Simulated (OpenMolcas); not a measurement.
# Multiconfigurational calculation, with input and output: Mo⁵⁺ complex

System: Mo⁵⁺ with 6 ligands (NH3; octahedron, 2.03 Å), with no charges around it.
Method: state-averaged SS-CASPT2, IPEA shift 0.25, imaginary shift 0.1 hartree, closed shells 4s 4p of the metal and the valence shells of the ligands correlated, active space 1 electron in the shell 4d, basis ANO-RCC-VDZP on the metal and ANO-RCC-VDZP on the ligands, DKH2 scalar Hamiltonian, spin-orbit coupling by RASSI with atomic mean-field integrals (OpenMolcas).

## The program's output (extracts)
```
--- CASPT2 ---
Orbital specifications:
      -----------------------

      Symmetry species                           1   2
                                                ag  au
      Frozen orbitals                           11   9
      Inactive orbitals                         13  15
      Active orbitals                            5   0
      Secondary orbitals                        79  85
      Deleted orbitals                           0   0
      Number of basis functions                108 109
Type of calculation                        SS-CASPT2
      Fock operator                              state-specific
      IPEA shift                                 0.25
      Real shift                                 0.00
      Imaginary shift                            0.10
      The input orbitals will be transformed to quasi-canonical
Reference energy:       -4380.4492596502
      E2 (Non-variational):      -1.5479593773
      Shift correction:          -0.0015743703
      E2 (Variational):          -1.5495337475
      Total energy:           -4381.9987933977
      Residual norm:              0.0000000881
      Reference weight:           0.68759
      Contributions to the CASPT2 correlation energy
      Active & Virtual Only:         -0.0000000015
      One Inactive Excited:          -0.0673770385
      Two Inactive Excited:          -1.4805823373
Reference energy:       -4380.4473377151
      E2 (Non-variational):      -1.5502477655
      Shift correction:          -0.0015931896
      E2 (Variational):          -1.5518409551
      Total energy:           -4381.9991786702
      Residual norm:              0.0000001396
      Reference weight:           0.68670
      Contributions to the CASPT2 correlation energy
      Active & Virtual Only:         -0.0000000014
      One Inactive Excited:          -0.0697454030
      Two Inactive Excited:          -1.4805023610
::    CASPT2 Root  1     Total energy:  -4381.99879340
::    CASPT2 Root  2     Total energy:  -4381.99917867
::    CASPT2 Root  3     Total energy:  -4381.99917093
::    CASPT2 Root  4     Total energy:  -4381.73753309
::    CASPT2 Root  5     Total energy:  -4381.73752439
```

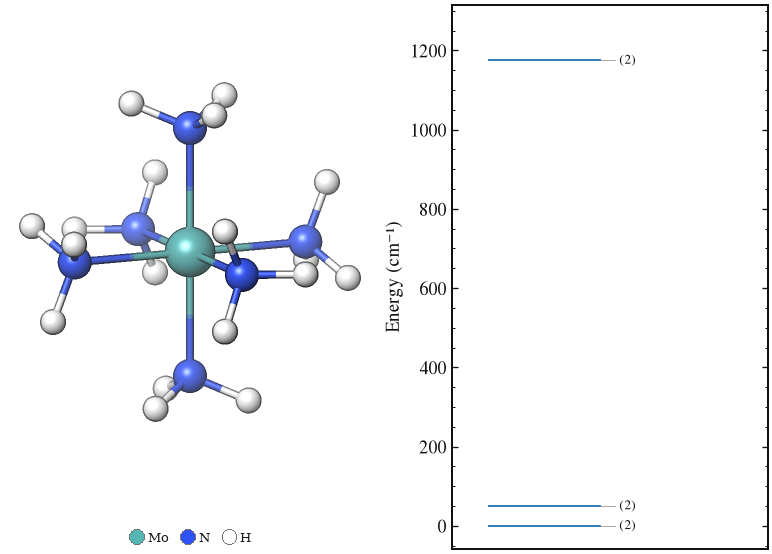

Mo⁵⁺ (4d) with 6 ligands, NH₃, at 2.03 Å (arrangement: octahedron, Ci), and its levels. Labels give the representation in O, Td, D4 or D3 as the site allows (double group for half-integer spin) where it could be assigned and, in brackets, the degeneracy; spin-free states, where drawn, share the zero of the spin-orbit levels. The ground level is a Kramers doublet, 100 % from states of spin multiplicity 2. Its principal g values are all close to zero. The next level lies at 50 cm⁻¹.

## Input
```
&GATEWAY
Coord
25

Mo 0.0 0.0 0.0
N 2.030000 0.000000 0.000000
H 2.412099 0.945728 0.000000
H 2.412099 -0.472864 0.819024
H 2.412099 -0.472864 -0.819024
N 0.000000 2.030000 0.000000
H 0.000000 2.412099 0.945728
H 0.819024 2.412099 -0.472864
H -0.819024 2.412099 -0.472864
N -2.030000 0.000000 0.000000
H -2.412099 -0.945728 0.000000
H -2.412099 0.472864 -0.819024
H -2.412099 0.472864 0.819024
N 0.000000 -2.030000 0.000000
H 0.000000 -2.412099 -0.945728
H -0.819024 -2.412099 0.472864
H 0.819024 -2.412099 0.472864
N 0.000000 0.000000 2.030000
H 0.945728 0.000000 2.412099
H -0.472864 0.819024 2.412099
H -0.472864 -0.819024 2.412099
N 0.000000 0.000000 -2.030000
H -0.945728 0.000000 -2.412099
H 0.472864 -0.819024 -2.412099
H 0.472864 0.819024 -2.412099
Basis=Mo.ANO-RCC-VDZP,H.ANO-RCC-VDZP,N.ANO-RCC-VDZP
Group=XYZ
NoMove
AngMom=0.0 0.0 0.0
AMFI
RICD
&SEWARD
&RASSCF
FileOrb=start.orb
Symmetry=1
Spin=2
nActEl=1 0 0
Inactive=24 24
Ras2=5 0
CIRoot=5 5 1
SDav=5
CIMx=300
Iter=150 100
PrWF=0.3
OrbListing=Nothing
MaxOrb=0
LevShft=1.0
>>> COPY $Project.JobIph JOB001
&RASSI
NrOfJobIphs=1 5
1 2 3 4 5
IphNames
JOB001
EJob
SpinOrbit
DIPRint=1.0
SOCoupling=1000.0
Subsets=2
Property=9
'ANGMOM' 1 'ANGMOM' 2 'ANGMOM' 3 'MLTPL  1' 1 'MLTPL  1' 2 'MLTPL  1' 3
'AMFI' 1 'AMFI' 2 'AMFI' 3
SOProperty=3
'ANGMOM' 1 'ANGMOM' 2 'ANGMOM' 3
>>> COPY JOB001 $Project.JobIph
&CASPT2
Multistate=5 1 2 3 4 5
NoMult
Frozen=11 9
IPEA=0.25
Imaginary=0.1
MaxIter=60
WThr=0.0 0.3 0.05
PrWF=0.5
NoMix
```

The file start.orb holds starting orbitals from an earlier step. A driver script formed the levels outside the program, from RASSI's spin-orbit matrix and the CASPT2 energies (for multi-state variants, the effective Hamiltonian), averaged over the components of each term or state. The log and the time are those of the CASPT2 step.

Command:
```bash
OMP_NUM_THREADS=1 MOLCAS_MEM=2457 MOLCAS_PROJECT=a pymolcas a.inp > a.log  # once for each step of the input, in one work folder
```

## Results in brief

```tsv
quantity	value
outcome	converged
energy of the lowest spin-free term	−4381.99917 hartree
energy of the lowest spin-orbit level	−4382.00095 hartree
CASPT2 correlation energy	−1.5499 hartree
largest spread among components of a term	1.9 cm⁻¹
lowest reference weight	0.687
hardware	1 thread of AMD EPYC (Zen 5), 64 GiB of memory available, shared host
wall time	28 s
peak memory	0.39 GiB
```

## Remarks

Limits: orbital doublet at a regular site, Jahn-Teller distortion not allowed for; covalent bonds, ligand orbitals missing from the active space; distances are set from ionic radii, not optimised.
